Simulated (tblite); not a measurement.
# Molecular dynamics of C₃H₅FSn (part 3 of 3)

The same run, continued: C₃H₅FSn; IPEA1-xTB, R-SCC, ddCOSMO solvent (tblite 0.8.0). A bond length was changed on purpose from its optimised value.

Geometry of the input (Å):
```
C  0.3192  2.4955  -1.3447
C  0.1125  1.3387  -1.0719
Sn -0.2775  -0.6319  -0.5439
C  -0.0366  -0.9449  1.5362
F  1.1328  -1.6467  -1.3739
H  0.5088  3.5148  -1.5944
H  -1.7057  -1.1858  -1.2814
H  -0.9315  -0.2592  2.1993
H  -0.1479  -2.0045  1.7632
H  0.9600  -0.6128  1.8249
```

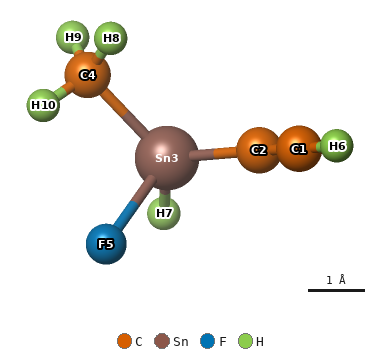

**Figure 1.** The geometry at step 500 of the log (ball-and-stick view, seen at a tilt; atoms are numbered from 1 in the order of the input).

### Trajectory as extended XYZ, continued
```
10
Properties=species:S:1:pos:R:3:forces:R:3 step=400 time_fs=100.0 energy=-482.84284 temperature=418.4
C     0.5597    2.3910   -1.2145   -0.4888  -0.9745  -0.1384
C     0.0874    1.2734   -1.1858    0.2430   0.4924   0.2849
Sn   -0.3816   -0.6640   -0.5600   -1.5960   0.4610   0.0600
C     0.2927   -0.8787    1.4944   -0.6061   3.6971   1.9007
F     1.3361   -1.3937   -1.2404    1.2460  -0.7272  -0.7930
H     0.9322    3.3561   -1.3607    0.2517   0.6549  -0.0696
H    -1.5134   -1.2612   -1.6648    0.9062   0.1818   0.9703
H     0.3893    0.2924    1.9504   -0.0442  -4.1838  -1.7729
H    -0.4816   -1.3223    2.1637    1.2488   0.0081  -0.6427
H     1.2877   -1.3653    1.5030   -1.1606   0.3901   0.2007
10
Properties=species:S:1:pos:R:3:forces:R:3 step=420 time_fs=105.0 energy=-483.14716 temperature=629.9
C     0.5689    2.3842   -1.2431   -0.1115   0.0689  -0.1803
C     0.0634    1.2801   -1.1680    0.4927   0.8726   0.0899
Sn   -0.3887   -0.6597   -0.5550    1.0673   1.5013   1.7333
C     0.2801   -0.8774    1.4786   -0.9515  -2.6100  -1.9655
F     1.3946   -1.4071   -1.2584    0.5441  -0.4187  -0.5239
H     0.9711    3.3704   -1.3864   -0.3123  -0.7293   0.0815
H    -1.4479   -1.2408   -1.5038   -1.2933  -1.0610  -1.2129
H     0.4219   -0.0016    1.9572    0.9984   4.5210   1.4306
H    -0.4765   -1.2859    2.1112   -0.5435  -1.4847   0.4900
H     1.2187   -1.4057    1.4888    0.1096  -0.6601   0.0573
10
Properties=species:S:1:pos:R:3:forces:R:3 step=430 time_fs=107.5 energy=-483.13727 temperature=587.7
C     0.5713    2.3784   -1.2580   -0.0974   0.0163  -0.0583
C     0.0556    1.2905   -1.1585    0.0403  -0.2341   0.1342
Sn   -0.3919   -0.6568   -0.5517    0.5003   1.1376   0.6947
C     0.2610   -0.8909    1.4628    2.6606   2.7725   1.7746
F     1.4259   -1.4158   -1.2698    0.2475  -0.2635  -0.3893
H     0.9740    3.3411   -1.3949    0.0927   0.2615  -0.0873
H    -1.4836   -1.2984   -1.4890   -0.4506  -0.5691  -0.4668
H     0.5050    0.1696    2.0478   -0.7490  -3.3460  -2.2903
H    -0.4583   -1.3627    2.0834   -0.7483  -0.7284   0.7789
H     1.2211   -1.4936    1.4910   -1.4961   0.9532  -0.0904
10
Properties=species:S:1:pos:R:3:forces:R:3 step=450 time_fs=112.5 energy=-483.23362 temperature=637.8
C     0.5759    2.3695   -1.2886    0.4703   1.2383  -0.1504
C     0.0391    1.3039   -1.1378   -0.2581  -0.8652   0.0293
Sn   -0.3979   -0.6496   -0.5445   -0.8475  -0.3372  -0.8892
C     0.2468   -0.8887    1.4620   -2.7680  -4.1201  -0.4143
F     1.4896   -1.4351   -1.2957   -0.2388   0.0099  -0.1437
H     1.0003    3.3390   -1.4296   -0.2137  -0.4320  -0.0135
H    -1.5629   -1.4620   -1.4869    1.1302   0.6607   0.6927
H     0.5294   -0.0100    1.8857    0.5721   3.2598   1.7425
H    -0.4577   -1.5227    2.0728    0.2998   1.4713  -0.3938
H     1.0694   -1.5466    1.4687    1.8536  -0.8857  -0.4596
10
Properties=species:S:1:pos:R:3:forces:R:3 step=460 time_fs=115.0 energy=-483.30667 temperature=617.6
C     0.5801    2.3713   -1.3037   -0.1844  -0.0898   0.0770
C     0.0295    1.3042   -1.1275    0.3684   0.3963  -0.2382
Sn   -0.4013   -0.6463   -0.5417   -0.3140  -0.3607  -0.6492
C     0.2301   -0.9038    1.4666    0.4130  -3.4889  -2.1940
F     1.5190   -1.4444   -1.3088   -0.4896   0.1356  -0.0260
H     1.0091    3.3347   -1.4518   -0.1775  -0.3308  -0.0303
H    -1.5178   -1.4966   -1.4354    0.7130   0.4722   0.2664
H     0.5433   -0.0141    1.8469    0.7709   3.1057   1.7478
H    -0.4309   -1.4921    2.0390   -1.5162  -0.1363   1.3183
H     1.0800   -1.5929    1.4258    0.4163   0.2968  -0.2718
10
Properties=species:S:1:pos:R:3:forces:R:3 step=470 time_fs=117.5 energy=-483.07391 temperature=476.4
C     0.5832    2.3725   -1.3183   -0.9781  -1.7245   0.3863
C     0.0219    1.3062   -1.1186    0.7947   1.1581  -0.4155
Sn   -0.4047   -0.6432   -0.5392    0.9172   0.3993   0.1522
C     0.2149   -0.9356    1.4612    3.3701   2.3638   0.4905
F     1.5464   -1.4531   -1.3217   -0.7366   0.2539   0.1034
H     1.0092    3.3150   -1.4763    0.1956   0.5126  -0.1678
H    -1.4340   -1.5056   -1.3713   -0.3964  -0.3684  -0.6749
H     0.5966    0.1525    1.9091   -1.4065  -3.9337  -1.1652
H    -0.4810   -1.4594    2.0737   -0.6241   0.0681   0.9003
H     1.1163   -1.6232    1.3697   -1.1359   1.2709   0.3906
10
Properties=species:S:1:pos:R:3:forces:R:3 step=490 time_fs=122.5 energy=-483.11928 temperature=542.6
C     0.5794    2.3582   -1.3436    0.5333   1.3098  -0.2471
C     0.0158    1.3224   -1.1060   -0.2646  -0.9408  -0.0781
Sn   -0.4100   -0.6361   -0.5337    0.7352  -0.2292  -0.2892
C     0.2137   -0.9694    1.4644   -3.5502  -2.6682  -0.6725
F     1.5943   -1.4681   -1.3466   -1.0831   0.4482   0.3352
H     1.0198    3.3130   -1.5456   -0.2846  -0.5465   0.0803
H    -1.3607   -1.6126   -1.3871   -0.0441   0.0868  -0.4135
H     0.4985   -0.0960    1.8610    1.5852   4.6137   1.8787
H    -0.5630   -1.3432    2.1807    0.9899  -0.3628  -0.9728
H     1.0705   -1.5553    1.3353    1.3830  -1.7110   0.3790
10
Properties=species:S:1:pos:R:3:forces:R:3 step=500 time_fs=125.0 energy=-483.16909 temperature=596.1
C     0.5787    2.3554   -1.3572    0.1528   0.4684  -0.1138
C     0.0126    1.3274   -1.1008   -0.3716  -1.1452  -0.0234
Sn   -0.4120   -0.6324   -0.5309    0.1997  -1.1941  -1.0436
C     0.1994   -0.9918    1.4680    1.5036  -0.3040  -1.7509
F     1.6138   -1.4737   -1.3580   -1.1803   0.5209   0.4110
H     1.0094    3.2842   -1.5794    0.1979   0.4837  -0.1208
H    -1.3540   -1.6864   -1.4545    0.6971   0.9763   0.3946
H     0.4993   -0.0856    1.8992    1.0480   2.2541   0.4858
H    -0.5161   -1.2890    2.1609   -1.6152  -1.8145   1.2281
H     1.1041   -1.6054    1.3622   -0.6321  -0.2455   0.5330
10
Properties=species:S:1:pos:R:3:forces:R:3 step=520 time_fs=130.0 energy=-483.05181 temperature=532.6
C     0.5779    2.3538   -1.3862   -0.1457   0.1069  -0.0871
C     0.0031    1.3250   -1.0915    0.4838   0.4732  -0.3426
Sn   -0.4156   -0.6268   -0.5268    0.9964  -1.1486  -0.6544
C     0.1932   -1.0280    1.4693   -0.2836   2.8464   3.3263
F     1.6424   -1.4801   -1.3771   -1.2819   0.5978   0.5150
H     1.0150    3.2939   -1.6656   -0.3383  -0.6725   0.2363
H    -1.2202   -1.6613   -1.5156    0.1912   0.5568   0.1648
H     0.5753    0.0315    1.9424   -1.0896  -3.2591  -1.4412
H    -0.5822   -1.4098    2.2249    1.2656   0.6641  -1.6303
H     1.0335   -1.7055    1.4985    0.2020  -0.1651  -0.0869
10
Properties=species:S:1:pos:R:3:forces:R:3 step=530 time_fs=132.5 energy=-483.02228 temperature=482.5
C     0.5759    2.3525   -1.4014   -0.4968  -0.5600   0.1027
C     0.0006    1.3249   -1.0888    0.6679   0.8279  -0.4030
Sn   -0.4168   -0.6247   -0.5253    2.1262  -0.1734   0.6440
C     0.1956   -1.0266    1.4887   -3.1734  -4.2483  -0.9961
F     1.6510   -1.4806   -1.3845   -1.2995   0.6213   0.5404
H     1.0064    3.2789   -1.7008   -0.1523  -0.2883   0.1435
H    -1.1206   -1.5855   -1.5238   -0.8307  -0.7337  -1.1223
H     0.5367   -0.1633    1.8395    1.7727   4.8608   2.2671
H    -0.5645   -1.4618    2.1748    0.0444   0.7136  -0.6268
H     0.9663   -1.7473    1.5748    1.3415  -1.0200  -0.5494
10
Properties=species:S:1:pos:R:3:forces:R:3 step=540 time_fs=135.0 energy=-483.12444 temperature=596.3
C     0.5714    2.3483   -1.4163   -0.6621  -0.9931   0.2583
C     0.0014    1.3288   -1.0880    0.3698   0.2737  -0.1914
Sn   -0.4169   -0.6228   -0.5235    2.2864  -0.2322   0.7234
C     0.1856   -1.0424    1.5050    1.7937  -1.7260  -1.8226
F     1.6556   -1.4791   -1.3904   -1.2649   0.6314   0.5465
H     0.9902    3.2500   -1.7292    0.3261   0.7225  -0.1854
H    -1.0646   -1.5463   -1.5939   -0.8327  -0.7428  -1.1099
H     0.5838   -0.1307    1.8441    0.4477   1.4027   1.0868
H    -0.5513   -1.4772    2.0933   -2.2862  -0.1953   1.5797
H     0.9645   -1.8351    1.6190   -0.1779   0.8591  -0.8854
10
Properties=species:S:1:pos:R:3:forces:R:3 step=560 time_fs=140.0 energy=-483.01808 temperature=478.5
C     0.5586    2.3368   -1.4462    0.6630   1.5878  -0.6635
C     0.0050    1.3347   -1.0871   -0.3623  -0.9820   0.2828
Sn   -0.4143   -0.6200   -0.5195    1.2106  -1.6880  -1.2528
C     0.1867   -1.0859    1.5254   -1.7074   2.3515   1.3868
F     1.6532   -1.4702   -1.3969   -1.1366   0.6092   0.5610
H     0.9847    3.2540   -1.7953   -0.2244  -0.4624   0.2561
H    -1.0463   -1.5239   -1.8258    0.2827   0.8087   1.2061
H     0.6374   -0.0739    1.9443   -1.4312  -2.7839  -0.8187
H    -0.7443   -1.4591    2.0965    2.0289   1.1309  -0.7814
H     0.9201   -1.8558    1.5731    0.6767  -0.5719  -0.1763
10
Properties=species:S:1:pos:R:3:forces:R:3 step=570 time_fs=142.5 energy=-482.89628 temperature=434.1
C     0.5555    2.3400   -1.4655   -0.3623  -0.4509   0.1144
C     0.0048    1.3312   -1.0849    0.2681   0.2770  -0.1520
Sn   -0.4118   -0.6197   -0.5182    1.2046  -1.5468  -1.1607
C     0.1845   -1.0948    1.5429   -4.5080  -4.5777  -3.2415
F     1.6462   -1.4626   -1.3975   -1.0906   0.5878   0.5724
H     0.9716    3.2355   -1.8141    0.2193   0.5002  -0.1211
H    -1.0242   -1.4559   -1.8648    0.1964   0.6200   1.1684
H     0.5418   -0.2844    1.9381    2.7566   6.2302   2.8276
H    -0.7423   -1.3655    2.0736    0.6502  -0.3537  -0.0221
H     0.9143   -1.8571    1.5164    0.6657  -1.2862   0.0147
10
Properties=species:S:1:pos:R:3:forces:R:3 step=590 time_fs=147.5 energy=-482.71476 temperature=308.4
C     0.5434    2.3392   -1.5030    0.0024   0.3010  -0.0728
C     0.0101    1.3317   -1.0838    0.5561   0.7957  -0.2227
Sn   -0.4047   -0.6210   -0.5167    2.2082   0.2679   1.4664
C     0.1529   -1.1434    1.5422    0.9598   3.6975   1.4706
F     1.6216   -1.4414   -1.3933   -0.9606   0.4981   0.5316
H     0.9692    3.2573   -1.8650   -0.3514  -0.6780   0.2793
H    -0.9781   -1.2557   -1.8043   -0.9946  -1.0243  -1.2759
H     0.6266   -0.1447    2.1579   -1.3185  -3.6479  -2.6918
H    -0.7783   -1.2977    2.1097    0.8564  -0.8466  -0.2255
H     0.8993   -1.9524    1.4355   -0.9577   0.6366   0.7410
10
Properties=species:S:1:pos:R:3:forces:R:3 step=600 time_fs=150.0 energy=-483.13269 temperature=617.6
C     0.5356    2.3377   -1.5212    0.1348   0.4537  -0.1106
C     0.0171    1.3383   -1.0853    0.1545  -0.0957   0.1659
Sn   -0.3996   -0.6217   -0.5153    1.7098   0.1341   0.7983
C     0.1451   -1.1503    1.5426   -2.2982   3.3214   1.9733
F     1.6046   -1.4283   -1.3886   -0.8714   0.4438   0.5009
H     0.9536    3.2434   -1.8786   -0.0739  -0.0523   0.0055
H    -1.0185   -1.2142   -1.8338   -0.7003  -0.7318  -0.6166
H     0.6225   -0.2459    2.1167   -0.8614  -2.0817  -1.7819
H    -0.8075   -1.3573    2.1574    2.0095  -0.1495  -1.2626
H     0.8119   -1.9569    1.4505    0.7965  -1.2420   0.3278
```

### Results in brief

```json
{"quantity": "outcome", "value": "finished"}
{"quantity": "mean temperature over the second half", "value": "501 K"}
{"quantity": "trajectory", "value": "61 frames kept, 150 fs"}
{"quantity": "potential energy (last step)", "value": "−17.754799 hartree"}
{"quantity": "largest force (last step)", "value": "4.495 eV/Å"}
{"quantity": "dipole moment (last step)", "value": "8.29 D"}
{"quantity": "hardware", "value": "1 thread of AMD EPYC (Zen 3), 192 GiB of memory available, shared host"}
{"quantity": "wall time", "value": "51 s"}
{"quantity": "peak memory", "value": "0.11 GiB"}
```

### Remarks

So short a trajectory is not equilibrated.
